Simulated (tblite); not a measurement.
## Geometry relaxation, with input and output: C₇H₁₈P₂ (part 2 of 2)

C₇H₁₈P₂; GFN2-xTB geometry optimisation, gas phase (tblite 0.8.0). It belongs to a series of runs on one base structure; here: phosphine turned into its ethylidene ylide.

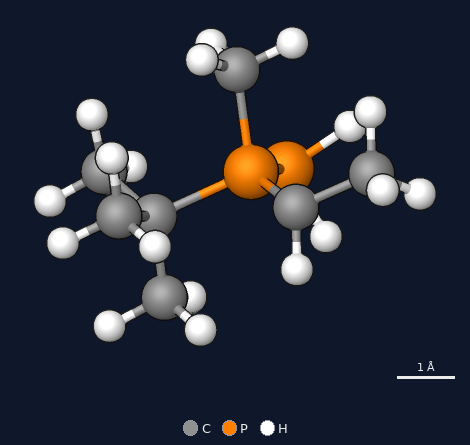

The geometry at step 211 of the log (ball-and-stick view, seen at a tilt).

Trajectory as extended XYZ, continued:
```
27
Properties=species:S:1:pos:R:3:forces:R:3 step=141 energy=-793.37023
C     2.7411   -1.1313   -1.0490    0.0070  -0.0030  -0.0020
C     1.2419   -1.1111   -0.8516    0.0130  -0.0060  -0.0080
P     0.5241    0.3006   -0.1824    0.0140  -0.0150   0.0160
C     1.3928    0.6537    1.3866   -0.0010   0.0150   0.0160
P     0.4243    2.4561   -0.9528    0.0250  -0.0040  -0.0410
C    -1.2499   -0.0921    0.2752    0.0060   0.0120  -0.0030
C    -2.0365   -0.2411   -1.0252    0.0000  -0.0080  -0.0020
C    -1.8500    1.0376    1.1078   -0.0070  -0.0040  -0.0020
C    -1.2635   -1.3960    1.0681   -0.0020   0.0100  -0.0110
H     3.0756   -0.6776   -1.9869   -0.0310  -0.0020  -0.0030
H     3.0695   -2.1717   -1.0600    0.0060   0.0100  -0.0050
H     3.2527   -0.6271   -0.2309   -0.0020  -0.0210   0.0120
H     0.7036   -1.4587   -1.7339   -0.0170  -0.0200  -0.0010
H     1.5467   -0.2808    1.9232    0.0080   0.0190   0.0020
H     2.3583    1.1050    1.1590    0.0040  -0.0040  -0.0020
H     0.8192    1.3587    1.9845   -0.0020   0.0050   0.0050
H     0.0167    2.0115   -2.2063   -0.0150  -0.0070   0.0160
H     1.7647    2.3189   -1.3113   -0.0190   0.0110   0.0300
H    -3.0595   -0.5498   -0.8139   -0.0080   0.0120  -0.0080
H    -2.0677    0.7068   -1.5627    0.0070   0.0160   0.0170
H    -1.5826   -0.9898   -1.6705    0.0180  -0.0240   0.0160
H    -1.4762    1.0198    2.1296    0.0130   0.0070  -0.0120
H    -2.9332    0.9309    1.1448   -0.0050  -0.0070   0.0160
H    -1.6225    2.0090    0.6657   -0.0200  -0.0030   0.0000
H    -0.6923   -1.2907    1.9889    0.0010  -0.0140  -0.0230
H    -0.8304   -2.2043    0.4838    0.0080   0.0230  -0.0050
H    -2.2870   -1.6600    1.3322   -0.0040   0.0020  -0.0170
27
Properties=species:S:1:pos:R:3:forces:R:3 step=176 energy=-793.37907
C     2.7326   -1.1475   -1.0517    0.0070   0.0050   0.0050
C     1.2402   -1.1258   -0.8126    0.0090  -0.0010  -0.0060
P     0.5284    0.3005   -0.1662   -0.0120  -0.0090  -0.0120
C     1.4022    0.6957    1.3917   -0.0120  -0.0070  -0.0080
P     0.3863    2.4355   -0.9801    0.0040   0.0060  -0.0140
C    -1.2481   -0.0929    0.2770   -0.0030   0.0050   0.0040
C    -2.0227   -0.2124   -1.0333   -0.0050  -0.0070   0.0010
C    -1.8554    1.0178    1.1272   -0.0020   0.0080   0.0080
C    -1.2710   -1.4129    1.0403    0.0050   0.0030   0.0010
H     3.0426   -0.6533   -1.9774   -0.0060  -0.0090  -0.0050
H     3.0532   -2.1879   -1.1178    0.0010   0.0080  -0.0040
H     3.2683   -0.6843   -0.2248    0.0050   0.0000   0.0090
H     0.6796   -1.4951   -1.6732   -0.0020   0.0010   0.0050
H     1.5384   -0.2180    1.9664   -0.0070  -0.0090   0.0070
H     2.3778    1.1137    1.1452    0.0040   0.0020  -0.0020
H     0.8439    1.4359    1.9606    0.0070   0.0140   0.0000
H     0.0758    1.9514   -2.2467    0.0100   0.0000   0.0110
H     1.7514    2.3625   -1.2485   -0.0090   0.0020   0.0050
H    -3.0628   -0.4704   -0.8390   -0.0040  -0.0010   0.0060
H    -2.0018    0.7350   -1.5733    0.0040  -0.0040   0.0060
H    -1.5921   -0.9862   -1.6650    0.0020  -0.0010  -0.0050
H    -1.3953    1.0609    2.1121    0.0060  -0.0050   0.0060
H    -2.9202    0.8333    1.2643   -0.0010   0.0030  -0.0090
H    -1.7389    1.9873    0.6417   -0.0010   0.0010  -0.0030
H    -0.7356   -1.3171    1.9832   -0.0050  -0.0140  -0.0020
H    -0.7976   -2.1980    0.4558   -0.0080   0.0060  -0.0010
H    -2.2992   -1.7014    1.2563    0.0120   0.0020  -0.0010
27
Properties=species:S:1:pos:R:3:forces:R:3 step=211 energy=-793.38527
C     2.7408   -1.1345   -1.0646    0.0070  -0.0050  -0.0050
C     1.2561   -1.1370   -0.7808    0.0100   0.0050   0.0010
P     0.5188    0.2915   -0.1704    0.0100   0.0190  -0.0250
C     1.3734    0.7533    1.3802   -0.0060   0.0000  -0.0210
P     0.3199    2.3963   -1.0551   -0.0180   0.0000   0.0160
C    -1.2511   -0.1129    0.2790   -0.0050   0.0180  -0.0090
C    -2.0436   -0.1893   -1.0240    0.0000   0.0070  -0.0080
C    -1.8308    0.9831    1.1677   -0.0010  -0.0050   0.0040
C    -1.2756   -1.4535    1.0054   -0.0070   0.0170  -0.0070
H     3.0162   -0.6341   -1.9980   -0.0090   0.0070   0.0030
H     3.0765   -2.1685   -1.1459   -0.0080  -0.0120   0.0110
H     3.2946   -0.6685   -0.2513    0.0100   0.0070  -0.0130
H     0.6772   -1.5471   -1.6113    0.0080  -0.0020   0.0110
H     1.2724   -0.0524    2.1031    0.0000  -0.0200   0.0230
H     2.4299    0.9012    1.1623    0.0060  -0.0120  -0.0120
H     0.9667    1.6840    1.7707   -0.0280   0.0220   0.0220
H     0.2643    1.8648   -2.3366   -0.0010  -0.0080  -0.0330
H     1.7095    2.4556   -1.0988    0.0170  -0.0060  -0.0060
H    -3.0880   -0.4265   -0.8219    0.0260  -0.0020  -0.0090
H    -2.0059    0.7685   -1.5469    0.0060  -0.0020   0.0230
H    -1.6363   -0.9576   -1.6790   -0.0120   0.0020   0.0180
H    -1.3350    1.0074    2.1358   -0.0090  -0.0060   0.0100
H    -2.8912    0.7976    1.3333   -0.0020   0.0010   0.0090
H    -1.7291    1.9608    0.6954    0.0060  -0.0110   0.0010
H    -0.7050   -1.3985    1.9307    0.0000  -0.0200  -0.0090
H    -0.8436   -2.2313    0.3809    0.0000   0.0030   0.0150
H    -2.3011   -1.7259    1.2523    0.0030   0.0030  -0.0090
27
Properties=species:S:1:pos:R:3:forces:R:3 step=246 energy=-793.39020
C     2.7542   -1.1153   -1.0654    0.0010   0.0000   0.0010
C     1.2831   -1.1542   -0.7183    0.0040   0.0010  -0.0080
P     0.5207    0.2836   -0.1626    0.0070  -0.0060  -0.0010
C     1.3492    0.7939    1.3876    0.0000   0.0000  -0.0060
P     0.3232    2.3524   -1.1190   -0.0040   0.0000   0.0070
C    -1.2498   -0.1161    0.2813    0.0020  -0.0040  -0.0010
C    -2.0476   -0.1387   -1.0201    0.0010   0.0000  -0.0010
C    -1.8103    0.9577    1.2085    0.0010  -0.0030   0.0020
C    -1.2901   -1.4792    0.9627   -0.0040  -0.0020  -0.0010
H     2.9641   -0.6902   -2.0517   -0.0010  -0.0050   0.0040
H     3.1339   -2.1375   -1.0671    0.0010   0.0020   0.0040
H     3.3205   -0.5507   -0.3262    0.0000  -0.0010  -0.0010
H     0.6889   -1.6264   -1.5040    0.0050   0.0040  -0.0020
H     1.2106    0.0201    2.1403    0.0010   0.0040  -0.0030
H     2.4145    0.9007    1.1883   -0.0020   0.0010   0.0030
H     0.9562    1.7493    1.7328   -0.0010  -0.0010   0.0020
H     0.2731    1.7773   -2.3834    0.0030   0.0000  -0.0050
H     1.7146    2.4060   -1.1558   -0.0030   0.0030  -0.0020
H    -3.0880   -0.3963   -0.8258    0.0050   0.0020  -0.0050
H    -2.0203    0.8437   -1.4952   -0.0010  -0.0070   0.0040
H    -1.6360   -0.8724   -1.7113   -0.0030   0.0060   0.0020
H    -1.3504    0.9063    2.1930    0.0060   0.0060   0.0030
H    -2.8834    0.8147    1.3287   -0.0050   0.0040   0.0050
H    -1.6458    1.9519    0.7918   -0.0010   0.0010   0.0000
H    -0.6919   -1.4735    1.8719   -0.0010  -0.0040  -0.0050
H    -0.8970   -2.2482    0.3036   -0.0040  -0.0020   0.0030
H    -2.3159   -1.7324    1.2277   -0.0030   0.0010   0.0010
```

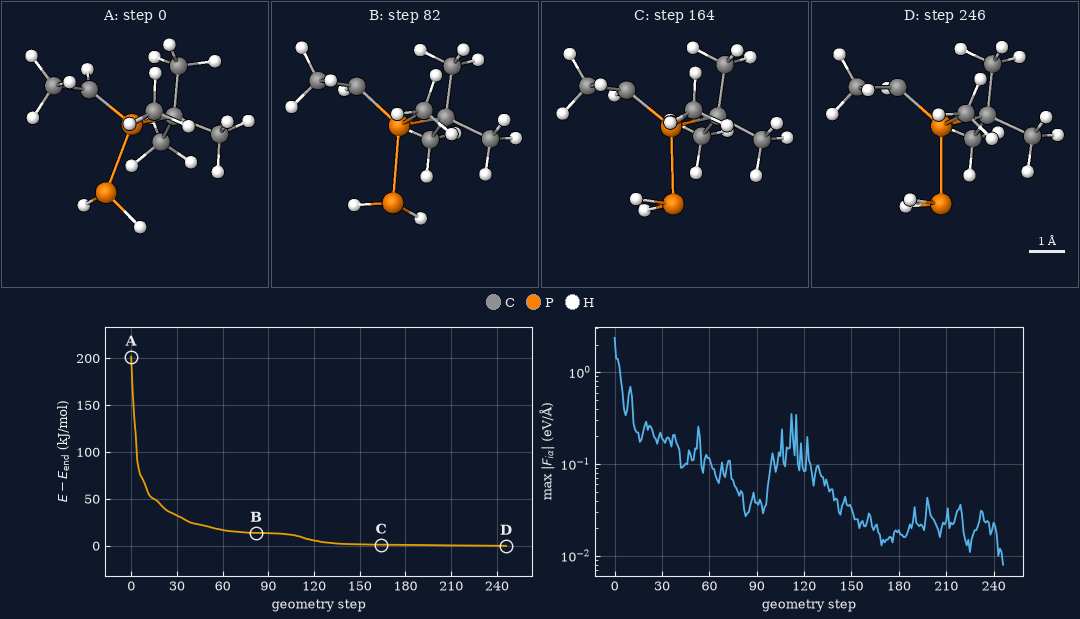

Frames of the relaxation (ball-and-stick view, seen at an oblique angle) above the curves, on which the letters mark them (steps are counted from 0).

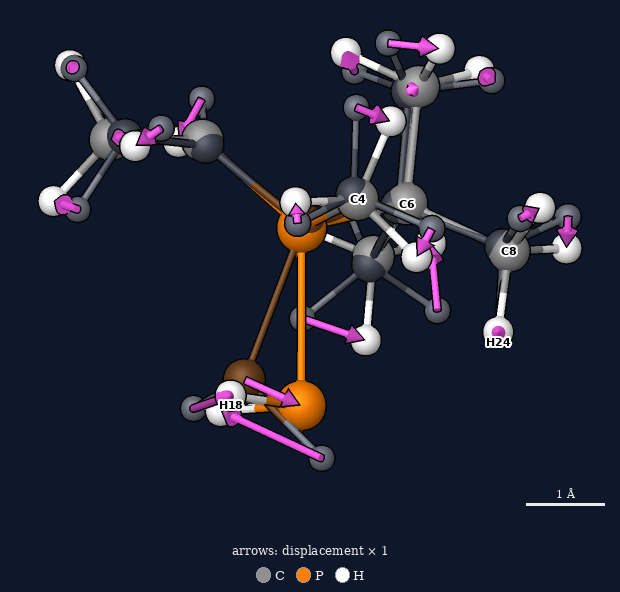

Start (faint) and end (solid) with the displacements as pink arrows, at true length (ball-and-stick view, seen at an oblique angle). The two geometries are laid on each other by the best rigid fit. The atom that moves furthest after the best rigid fit is H18 (2.36 Å). By element the largest moves are H 2.36 Å, P 0.80 Å, C 0.29 Å. Among the contacts that change: P3–P5 2.136 → 2.288 Å, C2–P3 1.632 → 1.720 Å, P5–H17 1.458 → 1.390 Å, P5–H18 1.442 → 1.393 Å. Among the angles that change: P3–P5–H18 111.8° → 87.7°, P3–P5–H17 114.2° → 90.5°, C2–P3–P5 108.4° → 131.2°. Over 246 geometry steps the energy falls by 201.6 kJ/mol. Largest force component: 2.4 eV/Å at the start, 0.008 eV/Å at the end. (Atoms are counted from 1 in the order of the input.)

The run was set up as follows.

The input:
```
{"job": {"kind": "relax", "xc": "GFN2-xTB", "basis": "xTB"}, "charge": 0, "multiplicity": 1}
C      2.827900    -0.963100    -0.759500
C      1.326600    -1.032100    -0.665800
P      0.558500     0.285200    -0.084200
C      1.387600     0.751400     1.435000
P      0.816500     1.884800    -1.475500
C     -1.193800    -0.141200     0.168300
C     -1.966200    -0.062600    -1.107300
C     -1.794600     0.844200     1.141500
C     -1.313900    -1.539700     0.733600
H      3.121000    -0.275600    -1.588600
H      3.273100    -1.956100    -0.911500
H      3.273700    -0.548000     0.161400
H      0.779600    -1.929300    -0.934700
H      1.616500    -0.178800     2.023600
H      2.358200     1.191800     1.166300
H      0.823300     1.475400     2.071600
H      0.280900     3.163400    -1.022700
H      0.282300     1.556600    -2.774200
H     -2.890600     0.538800    -0.947800
H     -1.391500     0.394600    -1.947600
H     -2.291800    -1.074600    -1.433300
H     -1.151900     0.975600     2.010300
H     -2.764300     0.463000     1.562200
H     -1.948600     1.791800     0.590700
H     -0.392700    -1.801500     1.309100
H     -1.434200    -2.276000    -0.100300
H     -2.211500    -1.511700     1.391300
```

The first line tells a small driver script what to run in tblite; the rest is the geometry in Å.

Launch command:
```bash
OMP_NUM_THREADS=1 python <driver script> task.json out
```

Key numbers:

| quantity | value |
| --- | --- |
| outcome | converged |
| total energy | −793.3902 eV |
| hardware | 1 CPU thread, shared host |
| wall time | 4.9 s |
| peak memory | 0.18 GiB |
